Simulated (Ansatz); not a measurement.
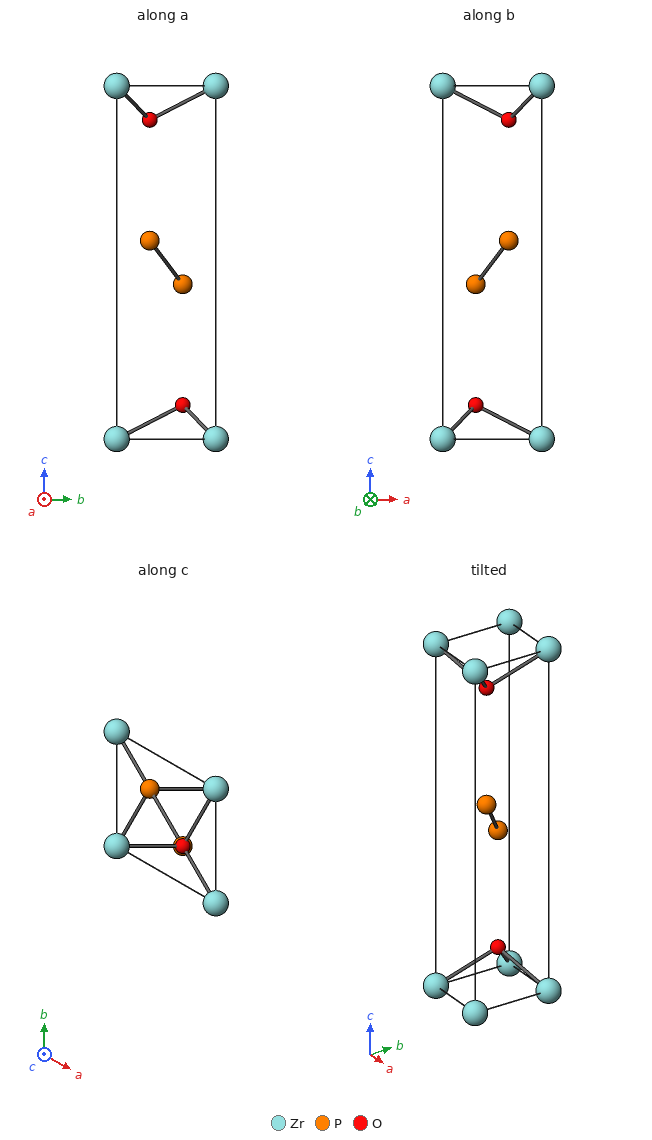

A ball-and-stick rendering, viewed along the a axis, along the b axis, along the c axis and slightly off an axis. The edges of the conventional unit cell are marked.

Lattice parameters: a = 3.2574 Å, b = 3.2574 Å, c = 10.0579 Å, α = 90.000°, β = 90.000°, γ = 120.000°.

**Express the structure as a CIF with its space group and independent sites, with free fractional coordinates to two decimals.**

```cif
data_structure
_symmetry_space_group_name_H-M 'P -3 m 1'
_symmetry_Int_Tables_number 164
_cell_length_a 3.2574
_cell_length_b 3.2574
_cell_length_c 10.0579
_cell_angle_alpha 90.000
_cell_angle_beta 90.000
_cell_angle_gamma 120.000
_cell_volume 92.42
loop_
_atom_site_label
_atom_site_type_symbol
_atom_site_symmetry_multiplicity
_atom_site_Wyckoff_symbol
_atom_site_fract_x
_atom_site_fract_y
_atom_site_fract_z
_atom_site_occupancy
Zr1 Zr 1 a 0.00 0.00 0.00 1
P1 P 2 d 0.6667 0.3333 0.56 1
O1 O 2 d 0.3333 0.6667 0.10 1
```

It goes back to a structure type filled with these elements by a generator (whether the compound takes this form wasn't checked). Earlier steps of the study may have refined or changed the cell and positions. It went into a calculation with Ansatz.
